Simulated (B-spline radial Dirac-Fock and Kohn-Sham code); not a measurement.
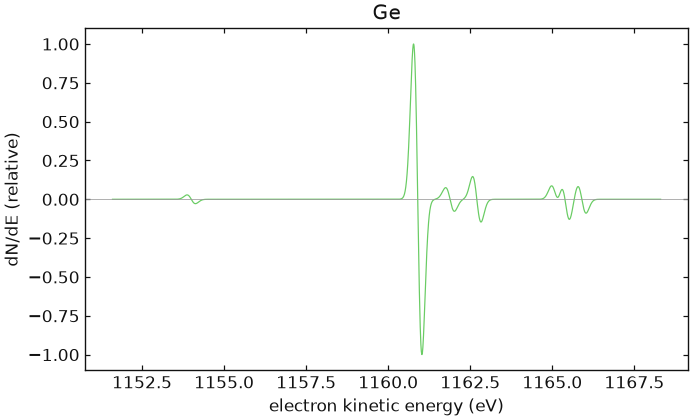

The Auger multiplet of an L2 hole with both final holes in M45, broadened by 0.30 eV full width and differentiated. Kinetic energies count from the vacuum level; very weak lines are left out. Lines are named by their largest jj component, which in light atoms can differ from the customary names. System: neutral Ge, configuration [Ar] 3d10 4s2 4p2. The calculation used Dirac–Fock ΔSCF energies in intermediate coupling of the two holes, Coulomb rates, valence shells as spectators (a B-spline radial code).

Which line is strongest?

Answer. L2-M4M5 J=4 at 1.161 keV, 64 % of the multiplet.

How wide is the L2 level from this decay?

Answer. 0.312 eV from this multiplet.
